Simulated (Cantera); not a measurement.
A closed system holds: 1 mol FeS, 6 mol H₂, 3.2 mol H₂O, at 0.173 Torr.

Cantera equilibrium calculation (NASA polynomials, part measured and part estimated; ideal gas, pure solids and liquids). Candidate condensed phases: Fe, FeO, Fe(OH)₂, Fe(OH)₃, FeS, FeSO₄, FeS₂, Fe₂O₃, Fe₂(SO₄)₃, Fe₃O₄, H₂O, H₂SO₄, S; 22 gas species. Metal and sulfide melt together well below either melting point, which pure phases cannot show. Mutual solubility and eutectic melting of coexisting phases are not modelled. The tables' stoichiometric FeO is somewhat more stable than real wüstite, so its field is too wide. FeO, FeS: taken at fixed stoichiometry. Rates play no part.

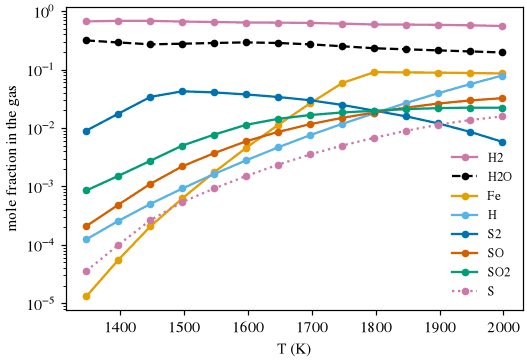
Figure. Equilibrium gas composition (values under 1e-9 drawn at 1e-9)

From 1348 K to 1398 K the condensed part is FeO(s) + FeS(s). At 1448 K the condensed part is Fe(γ) + FeO(s) + FeS(s). From 1498 K to 1598 K the condensed part is Fe(γ) + FeO(s). At 1648 K the condensed part is Fe(γ). From 1698 K to 1748 K the condensed part is Fe(δ). From 1798 K to 1998 K nothing is condensed. The main Fe-bearing gas is Fe throughout.
